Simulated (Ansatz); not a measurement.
```xyz
9

C    -2.1951   -1.7573    0.5795
C     1.1828   -0.0990    0.9222
Al   -0.5035   -1.0432    0.8585
Li   -3.5788   -1.1234   -0.7660
H    -2.0895   -2.8341    0.3024
H    -2.7704   -1.7035    1.5353
H     1.8512   -0.5247    1.6986
H     1.0179    0.9745    1.1544
H     1.7011   -0.1643   -0.0578
```

Geometry: PBE-D3(BJ)/def2-SVP.

Level of theory: Ansatz, isolated molecule in a Gaussian basis; Kohn-Sham density functional theory, functional PBE0.

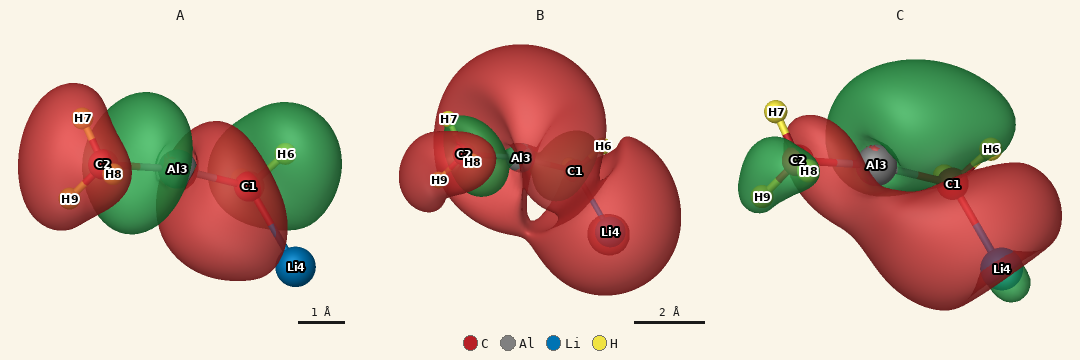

C₂H₅AlLi (SMILES [Li][CH2][Al+][CH3]) (charge +1). Three frontier orbitals at ±0.04 Å⁻³ᐟ² (green and red are the two phases), in no order.

Which picture is the HOMO−1, the HOMO and the LUMO?

A is the HOMO−1 (−12.64 eV). Its weight (Hirshfeld) is mainly on C1 (about 35 %), C2 (about 25 %) and Al3 (about 20 %). C is the HOMO (−10.94 eV). Its weight (Hirshfeld) is mainly on C1 (about 60 %), Al3 (about 20 %) and Li4 (about 10 %). B is the LUMO (−5.30 eV). By Hirshfeld shares it lies mainly on Al3 (about 50 %), Li4 (about 15 %), C1 (about 15 %) and C2 (about 10 %).

What is the HOMO–LUMO gap?

5.64 eV between the orbital energies.
